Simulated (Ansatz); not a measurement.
# [NH4]+ (ammonium) at 6 levels

We compute a comparison of 6 runs (UPBE0/6-31G, r2SCAN/6-31G, UMP2/6-31G, BCCD(T)/6-31G, CCSDT(Q)/3-21G, CCSD(T)/6-31G) of [NH4]+ (ammonium). 

The calculation is run with Ansatz 0.2.0.

2 further runs of the same task are left out: 1 that didn't finish, 1 set aside as unsound or not needed.

**1. Starting point**

[NH4]+ has 5 atoms, charge +1, and is taken as a singlet. As SMILES, `[NH4+]`. The H2–N1 distance was set to 2.574 Å, away from the relaxed value. At this shape a bond of the SMILES string is far longer than usual.

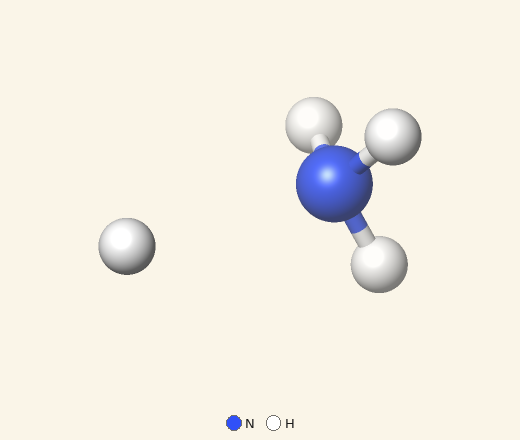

Viewed from a chosen angle; nitrogen blue, hydrogen white.

**2. A single-point energy at UPBE0/6-31G (run 1)**

run.yaml

```yaml
crystal:
  periodic: [false, false, false]
  atoms:
    - symbol: "N"
      position_ang: [-0.683588, 0.676188, -1.208469]
    - symbol: H
      position_ang: [0.455870, -0.450720, 0.805650]
    - symbol: H
      position_ang: [-1.661568, 0.893678, -0.971909]
    - symbol: H
      position_ang: [-0.659588, 0.038788, -2.016679]
    - symbol: H
      position_ang: [-0.185788, 1.546618, -1.442429]
basis:
  gaussian:
    orbitals: 6-31G
total_charge: 1
magnetization:
  spin_polarized: true
hamiltonian:
  xc: {name: PBE0}
accuracy: high
```

The run is started by

```sh
ansatz run run.yaml --threads 1 --pin off --max-ram 2610MiB --events-out events.jsonl --progress --plain --runs-dir runs
```

What it wrote:

```text
Warning: RAYON_NUM_THREADS=1 ignored (pool sized by the plan → 1); use --threads N
Functional definition: PBE0
  name "PBE0"
  parameter a = 0.25
  parameter kappa = 0.804
  parameter beta = 0.06672455060314922
  exchange = (1 - a)*pbe_x(kappa = kappa, mu = beta*pi^2/3) + a*exact_x
  correlation = pbe_c(beta = beta)
408 factors; integrals over basis functions are off by at most 3.2e-9 eV
mean field evaluation 1: about -1522.8205 eV, gradient 6.1e1 eV
mean field evaluation 2: about -1487.7780 eV, gradient 8.1e1 eV
mean field evaluation 4: about -1531.1705 eV, gradient 3.3e1 eV
mean field evaluation 8: about -1539.9995 eV, gradient 1.7e-1 eV
mean field evaluation 16: about -1539.9920 eV, gradient 4.8e-6 eV
mean field evaluation 32: about -1539.8247 eV, gradient 1.2e1 eV
mean field -1540.58120668 eV, -56.6153151022 hartree, gradient 2.0e-8 eV, S^2 0.616486; 3 other end points of the search recorded, 0 dependent functions left out
reference -1540.58120822 eV, -56.6153151587 hartree; 5, 5 occupied and 12, 12 virtual orbitals, 408 factors
Total energy: -1540.58120822 eV, -56.6153151587 hartree
```

It took 1 s on 1 thread of Intel Xeon 6975P-C (Granite Rapids), shared host; peak memory 0.12 GiB.

**3. The energy at r2SCAN/6-31G (run 2)**

input.yaml

```yaml
crystal:
  periodic: [false, false, false]
  atoms:
    - symbol: "N"
      position_ang: [-0.683588, 0.676188, -1.208469]
    - symbol: H
      position_ang: [0.455870, -0.450720, 0.805650]
    - symbol: H
      position_ang: [-1.661568, 0.893678, -0.971909]
    - symbol: H
      position_ang: [-0.659588, 0.038788, -2.016679]
    - symbol: H
      position_ang: [-0.185788, 1.546618, -1.442429]
basis:
  gaussian: {orbitals: 6-31G}
total_charge: 1
hamiltonian: {xc: {name: r2SCAN}}
accuracy: high
```

The run is started by

```sh
ansatz run input.yaml --threads 1 --pin off --max-ram 2610MiB --events-out events.jsonl --progress --plain --runs-dir runs
```

What it wrote:

```text
Warning: RAYON_NUM_THREADS=1 ignored (pool sized by the plan → 1); use --threads N
Functional definition: r2SCAN
  name "r2SCAN"
  parameter k0 = 0.174
  parameter k1 = 0.065
  parameter a1 = 4.9479
  exchange = r2scan_x(k0 = k0, k1 = k1, a1 = a1)
  correlation = r2scan_c
408 factors; integrals over basis functions are off by at most 3.2e-9 eV
mean field evaluation 1: about -1521.4098 eV, gradient 9.2e1 eV
mean field evaluation 2: about -1480.9645 eV, gradient 1.2e2 eV
mean field evaluation 4: about -1531.0710 eV, gradient 4.8e1 eV
mean field evaluation 8: about -1539.4724 eV, gradient 2.1e1 eV
mean field evaluation 16: about -1541.0459 eV, gradient 5.2e-8 eV
mean field -1541.04591869 eV, -56.6323929535 hartree, gradient 3.8e-8 eV, S^2 0.000000; 0 other end points of the search recorded, 0 dependent functions left out
reference -1541.04591909 eV, -56.6323929682 hartree; 5, 5 occupied and 12, 12 virtual orbitals, 408 factors
Total energy: -1541.04591909 eV, -56.6323929682 hartree
```

It took 0.71 s on 1 thread of Intel Xeon 6975P-C (Granite Rapids), shared host; peak memory 0.12 GiB.

**4. A single-point energy at UMP2/6-31G (run 3)**

molecule.yaml

```yaml
crystal:
  periodic: [false, false, false]
  atoms:
    - {symbol: N, position_ang: [-0.683588, 0.676188, -1.208469]}
    - {symbol: H, position_ang: [0.455870, -0.450720, 0.805650]}
    - {symbol: H, position_ang: [-1.661568, 0.893678, -0.971909]}
    - {symbol: H, position_ang: [-0.659588, 0.038788, -2.016679]}
    - {symbol: H, position_ang: [-0.185788, 1.546618, -1.442429]}
basis:
  gaussian: {orbitals: 6-31G}
total_charge: 1
magnetization: {spin_polarized: true}
correlation: {method: mp2, frozen_orbitals: {H: 0, "N": 1}}
accuracy: high
```

The run is started by

```sh
ansatz run molecule.yaml --threads 1 --pin off --max-ram 2610MiB --events-out events.jsonl --progress --plain --runs-dir runs
```

What it wrote, shortened:

```text
Warning: RAYON_NUM_THREADS=1 ignored (pool sized by the plan → 1); use --threads N
Functional definition: HF
  name "HF"
[...]
408 factors; integrals over basis functions are off by at most 3.2e-9 eV
[...]
mean field -1532.99033788 eV, -56.3363558189 hartree, gradient 1.4e-8 eV, S^2 0.944929; 8 other end points of the search recorded, 0 dependent functions left out
1 core orbitals not correlated: weight in the atoms' cores, before any rotation towards them, 1.000 or more for the frozen orbitals, at most 0.000 for the correlated occupied ones
reference -1532.99033788 eV, -56.3363558189 hartree; 4, 4 occupied and 12, 12 virtual orbitals, 408 factors
second order -2.47158156 eV of doubles, -0.00000000 eV of singles
Total energy: -1535.46191943 eV, -56.4271847657 hartree
```

It took 0.12 s on 1 thread of Intel Xeon 6975P-C (Granite Rapids), shared host.

Runs 4 to 5 aren't shown in full; the table further down has their settings and results.

**5. The energy at CCSD(T)/6-31G (run 6)**

job.yaml

```yaml
basis:
  gaussian:
    orbitals: 6-31G
crystal:
  periodic: [false, false, false]
  atoms:
    - {symbol: N, position_ang: [-0.683588, 0.676188, -1.208469]}
    - {symbol: H, position_ang: [0.455870, -0.450720, 0.805650]}
    - {symbol: H, position_ang: [-1.661568, 0.893678, -0.971909]}
    - {symbol: H, position_ang: [-0.659588, 0.038788, -2.016679]}
    - {symbol: H, position_ang: [-0.185788, 1.546618, -1.442429]}
total_charge: 1
correlation:
  method: ccsd_t
  frozen_orbitals: {H: 0, "N": 1}
accuracy: high
scf:
  omitted_lower_state_checks: [cluster_reference, increment]
```

The run is started by

```sh
ansatz run job.yaml --threads 1 --pin off --max-ram 2610MiB --events-out events.jsonl --progress --plain --runs-dir runs
```

What it wrote, shortened:

```text
Warning: RAYON_NUM_THREADS=1 ignored (pool sized by the plan → 1); use --threads N
[... 2 set-up lines as earlier in the session ...]
[...]
408 factors; integrals over basis functions are off by at most 3.2e-9 eV
[...]
mean field -1530.90595101 eV, -56.2597560142 hartree, gradient 6.9e-8 eV, S^2 0.000000; 0 other end points of the search recorded, 0 dependent functions left out; unrestricted orbitals would lower it
1 core orbitals not correlated: weight in the atoms' cores, before any rotation towards them, 1.000 or more for the frozen orbitals, at most 0.000 for the correlated occupied ones
reference -1530.90595101 eV, -56.2597560142 hartree; 4, 4 occupied and 12, 12 virtual orbitals, 408 factors
second order -4.16610085 eV of doubles, -0.00000000 eV of singles
cycle   1  -4.10419112 eV  change   -1.8e-1 eV  update   1.6e-1
[...]
cycle  21  -5.09192631 eV  change   6.2e-10 eV  update  2.8e-10
perturbative correction -0.42316285 eV, -0.0155509478 hartree
WARN: these amplitudes may be one of several solutions (largest doubles amplitude 0.51, level shift 1.55 eV)
Total energy: -1536.42104016 eV, -56.4624318023 hartree
Checks for a lower state left out: cluster_reference, increment
```

Wall time 0.12 s (1 thread of Intel Xeon 6975P-C (Granite Rapids), shared host).

**6. All runs side by side**

| run | level | frozen core orbitals | energy (Eh) | wall time |
| --- | --- | --- | --- | --- |
| 1 | UPBE0/6-31G | – | -56.615315 | 1 s |
| 2 | r2SCAN/6-31G | – | -56.632393 | 0.71 s |
| 3 | UMP2/6-31G | 1 | -56.427185 | 0.12 s |
| 4 | BCCD(T)/6-31G | 1 | -56.455310 | 0.14 s |
| 5 | CCSDT(Q)/3-21G | 1 | -56.171200 | 0.26 s |
| 6 | CCSD(T)/6-31G | 1 | -56.462432 | 0.12 s |

**7. Results**

| quantity | value |
| --- | --- |
| run 6: total energy | -56.46243 Eh |
| run 6: correlation energy (1 core orbital frozen) | -202.7 mEh |
| run 6: (T) correction | -15.55 mEh |
| run 6: T1 diagnostic | 0.112 |

In words: Totals of different functionals can't be ranked against each other. In run 6 the T1 diagnostic is large, so a single reference may not serve. In runs 4, 5, 6 the log says that unrestricted orbitals would lower the reference, so the values rest on an unstable closed-shell determinant (other closed-shell runs at this shape may share the fault). Spin contamination of the reference: run 3 ⟨S²⟩ = 0.94, run 1 ⟨S²⟩ = 0.62. Where it is this large, the reference is a mixture of spin states, and values that rest on it are in doubt. All runs together took 2.4 s, the longest 1 s.
